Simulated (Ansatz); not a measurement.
**CH5AlGeO (SMILES O=[CH][GeH2][AlH2]): BLYP/cc-pVDZ**

What is the vertical singlet–triplet gap of CH5AlGeO at BLYP/cc-pVDZ? 

The calculation is run with Ansatz 0.2.0.

72 further runs of the same task are left out: 72 set aside as unsound or not needed. Runs told in other sessions of the task aren't counted.

### 1 Starting point

CH5AlGeO: 9 atoms, total charge 0, spin state singlet. SMILES: `O=[CH][GeH2][AlH2]`. The coordinates come from a PBE0-D4/def2-TZVP relaxation. This is one conformer, not always the lowest.

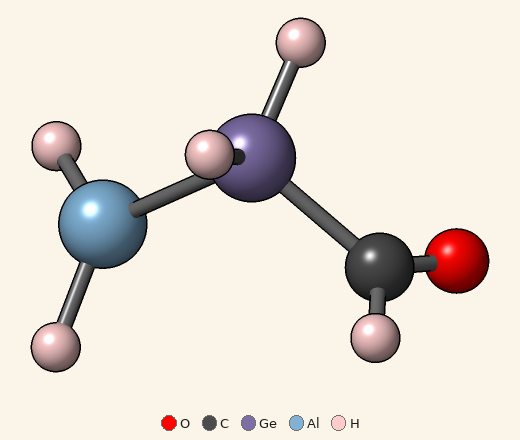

Viewed from a chosen angle; oxygen red, carbon dark grey, germanium purple, aluminium light blue, hydrogen pink.

### 2 The energy at BLYP/cc-pVDZ

The input, job.yaml:

```yaml
basis:
  gaussian: {orbitals: cc-pVDZ}
crystal:
  periodic: [false, false, false]
  atoms:
    - {symbol: O, position_ang: [-0.559900, 0.933700, -2.383700]}
    - {symbol: C, position_ang: [0.288100, 0.366900, -1.753500]}
    - {symbol: Ge, position_ang: [0.548000, 0.626500, 0.225200]}
    - {symbol: Al, position_ang: [-0.849600, -1.010200, 1.461300]}
    - {symbol: H, position_ang: [0.962400, -0.366200, -2.257100]}
    - {symbol: H, position_ang: [0.229300, 2.100100, 0.528800]}
    - {symbol: H, position_ang: [2.052000, 0.385500, 0.486200]}
    - {symbol: H, position_ang: [-0.703300, -2.549400, 1.107400]}
    - {symbol: H, position_ang: [-1.878600, -0.533100, 2.568200]}
hamiltonian: {xc: {name: BLYP}}
accuracy: high
output: {orbitals: {seedname: orbitals}}
```

The run is started by

```console
$ ansatz run job.yaml --threads 1 --pin off --max-ram 2610MiB --events-out events.jsonl --progress --plain --runs-dir runs
```

Standard output:

```text
Warning: RAYON_NUM_THREADS=1 ignored (pool sized by the plan → 1); use --threads N
Functional definition: BLYP
  name "BLYP"
  parameter beta = 0.0042
  parameter a = 0.04918
  parameter b = 0.132
  parameter c = 0.2533
  parameter d = 0.349
  exchange = b88_x(beta = beta)
  correlation = lyp_c(a = a, b = b, c = c, d = d)
2242 factors; integrals over basis functions are off by at most 4.4e-9 eV
mean field evaluation 1: about -66273.8654 eV, gradient 4.6e1 eV
mean field evaluation 2: about -66206.3443 eV, gradient 1.4e2 eV
mean field evaluation 4: about -66278.6265 eV, gradient 1.3e1 eV
mean field evaluation 8: about -66279.0818 eV, gradient 2.8e-1 eV
mean field evaluation 16: about -66279.0821 eV, gradient 7.9e-5 eV
mean field -66279.08214588 eV, -2435.7113432858 hartree, gradient 1.4e-8 eV, S^2 0.000000; 0 other end points of the search recorded, 0 dependent functions left out
reference -66279.08220723 eV, -2435.7113455403 hartree; 32, 32 occupied and 66, 66 virtual orbitals, 2242 factors
Total energy: -66279.08220723 eV, -2435.7113455403 hartree
```

Wall time 12 s (1 thread of Arm Neoverse V2, shared host); peak memory 0.28 GiB.

### 3 The triplet at the same level

The input, molecule.yaml:

```yaml
basis:
  gaussian:
    orbitals: cc-pVDZ
crystal:
  periodic: [false, false, false]
  atoms:
    - symbol: O
      position_ang: [-0.559900, 0.933700, -2.383700]
    - symbol: C
      position_ang: [0.288100, 0.366900, -1.753500]
    - symbol: Ge
      position_ang: [0.548000, 0.626500, 0.225200]
    - symbol: Al
      position_ang: [-0.849600, -1.010200, 1.461300]
    - symbol: H
      position_ang: [0.962400, -0.366200, -2.257100]
    - symbol: H
      position_ang: [0.229300, 2.100100, 0.528800]
    - symbol: H
      position_ang: [2.052000, 0.385500, 0.486200]
    - symbol: H
      position_ang: [-0.703300, -2.549400, 1.107400]
    - symbol: H
      position_ang: [-1.878600, -0.533100, 2.568200]
magnetization:
  spin_polarized: true
  initial_magnetization: 2
hamiltonian:
  xc: {name: BLYP}
accuracy: high
output: {orbitals: {seedname: orbitals}}
```

The run is started by

```console
$ ansatz run molecule.yaml --threads 1 --pin off --max-ram 2610MiB --events-out events.jsonl --progress --plain --runs-dir runs
```

Standard output:

```text
Warning: RAYON_NUM_THREADS=1 ignored (pool sized by the plan → 1); use --threads N
Functional definition: BLYP
  name "BLYP"
  parameter beta = 0.0042
  parameter a = 0.04918
  parameter b = 0.132
  parameter c = 0.2533
  parameter d = 0.349
  exchange = b88_x(beta = beta)
  correlation = lyp_c(a = a, b = b, c = c, d = d)
2242 factors; integrals over basis functions are off by at most 4.4e-9 eV
mean field evaluation 1: about -66265.6368 eV, gradient 4.3e1 eV
mean field evaluation 2: about -65951.9858 eV, gradient 1.6e2 eV
mean field evaluation 4: about -66269.2666 eV, gradient 4.3e1 eV
mean field evaluation 8: about -66276.6371 eV, gradient 4.3e-1 eV
mean field evaluation 16: about -66276.6322 eV, gradient 5.7e-4 eV
mean field evaluation 32: about -66270.1914 eV, gradient 2.0e1 eV
mean field -66276.63219843 eV, -2435.6213093777 hartree, gradient 4.0e-8 eV, S^2 2.004627; 6 other end points of the search recorded, 0 dependent functions left out
reference -66276.63226022 eV, -2435.6213116484 hartree; 33, 31 occupied and 65, 67 virtual orbitals, 2242 factors
Total energy: -66276.63226022 eV, -2435.6213116484 hartree
```

Wall time 30 s (1 thread of Arm Neoverse V2, shared host); peak memory 0.38 GiB.

### 4 Summary of results

At BLYP/cc-pVDZ:

| quantity | value |
| --- | --- |
| singlet: total energy | -2435.71135 Eh |
| singlet: HOMO energy | -5.15 eV |
| singlet: LUMO energy | -2.86 eV |
| singlet: HOMO–LUMO gap | 2.29 eV |
| triplet: total energy | -2435.62131 Eh |
| triplet: HOMO energy (highest over α and β) | -3.15 eV |
| triplet: ⟨S²⟩ | 2.005 |
| vertical energy of the triplet above the singlet | 2.450 eV |

In words: At this shape the triplet lies 2.45 eV (56 kcal/mol) above the singlet.
